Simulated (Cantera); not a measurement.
A closed system holds: 1 mol SiF4, 1.2 mol O2, a varied amount of H2, equilibrated at 1002 °C and 7.40 Pa.

These are equilibrium values from Cantera (NASA tables, ideal gas, pure condensed phases), not measurements of a reactor. Candidate condensed phases: H2O, Si, SiO2; 38 gas species. The tables hold silica as quartz up to 1696 K and as liquid above; real silica turns to tridymite and cristobalite and melts near 1996 K. The numbers say what is thermodynamically allowed, not how fast it happens.

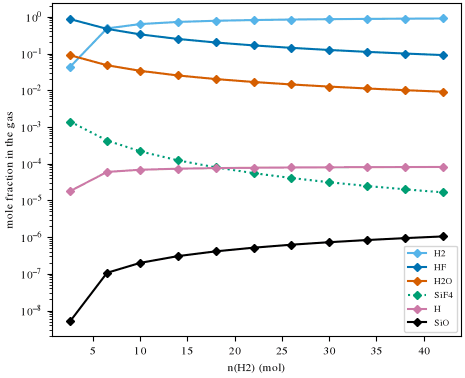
Equilibrium gas composition (values under 1e-9 drawn at 1e-9)

From 2.6 mol H2 to 42 mol H2 the condensed part is SiO2(β-quartz). The main Si-bearing gas is SiF4 throughout.
